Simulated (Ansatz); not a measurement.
# Response to strain in hypothetical P-6m2 GaN

Consider GaN (space group P-6m2, No. 187; a = 2.9393 Å, c = 2.6575 Å; a hypothetical phase, not in the database extracts checked; relaxed with 0.1 eV smearing). Axes: x lies along a and z along c of the hexagonal cell.

Strains are applied to the cell and any free atomic positions relax; under biaxial strain the out-of-plane vector relaxes too.

All numbers come from PBEsol in Ansatz (plane waves to 420 eV, PAW, scalar-relativistic without spin-orbit coupling).

Notes on the quantities. pressure: mean of the normal stresses, compression positive.

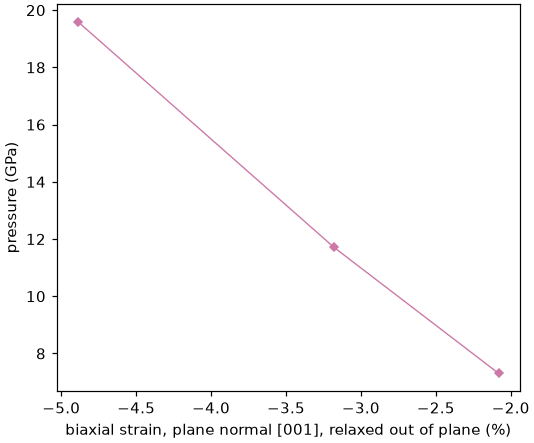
Fig. 1. Pressure against biaxial strain, plane normal [001], relaxed out of plane

```json
[
 {"biaxial strain, plane normal [001], relaxed out of plane (%)": "-4.89", "pressure": "19.6 GPa"},
 {"biaxial strain, plane normal [001], relaxed out of plane (%)": "-3.18", "pressure": "11.7 GPa"},
 {"biaxial strain, plane normal [001], relaxed out of plane (%)": "-2.08", "pressure": "7.3 GPa"}
]
```

No phonon test of stability was made. All final runs are without spin polarisation.

Ansatz is a quantum-chemistry and plane-wave program.
